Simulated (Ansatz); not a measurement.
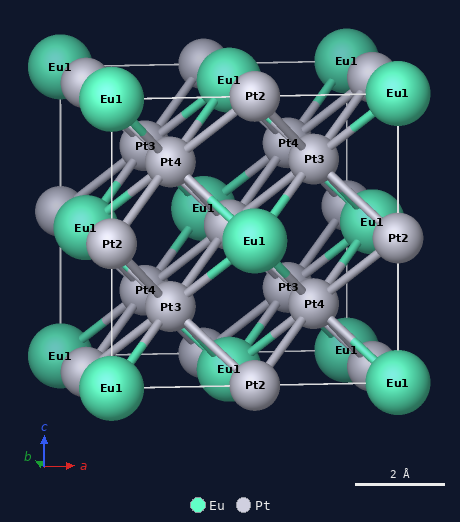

The starting point is solid EuPt3 (built on the BiF3 type). A ball-and-stick model of the conventional cell (4 times the calculation's cell), seen slightly off an axis. Lengths and directions refer to the drawn axes.

Computed with DFT PBEsol, scalar-relativistic, plane waves, PAW in Ansatz 0.2.0. (plane-wave cutoff 420 eV; k-point mesh 8 × 8 × 8; occupations gaussian; smearing width 0.05 eV; collinear spin)

Change: All lengths are scaled by +0.7 % (volume +2.0 %), the atoms keeping their fractional coordinates. No relaxation follows.

Input file:
```yaml
crystal:
  lattice:
    - [0.0, 3.3088971058, 3.3088971058]
    - [3.3088971058, 0.0, 3.3088971058]
    - [3.3088971058, 3.3088971058, 0.0]
  atoms:
    - { symbol: Eu, position: [0.0, 0.0, 0.0], spin: 7.02 }
    - { symbol: Pt, position: [0.5, 0.5, 0.5] }
    - { symbol: Pt, position: [0.25, 0.25, 0.25] }
    - { symbol: Pt, position: [0.75, 0.75, 0.75] }
basis:
  ecutwfc: 420
  ecutrho_ratio: 4
kpoints:
  mp_grid: { grid: [8, 8, 8] }
hamiltonian:
  xc: pbesol
scf:
  occupations: { method: gaussian, width: 0.05 }
output:
  forces: true
  stress: true
  eigenvalues: true
  populations: true
magnetization:
  spin_polarized: true
```

Question: What does the calculation give for the changed structure?

Answer: Among the bonded contacts that change: Pt–Pt 2.847 → 2.866 Å, Eu–Pt 2.847 → 2.866 Å. The space group stays Fm-3m (No. 225). Energy change: +3.4 meV per atom. Pressure: 0.0 GPa before, −3.0 GPa after. All forces vanish by symmetry. The absolute magnetisation per cell goes from 6.77 to 6.78 μB (net moment 6.55 and 6.55 μB).

Limits of the set-up: 4f states are treated without a Hubbard U.
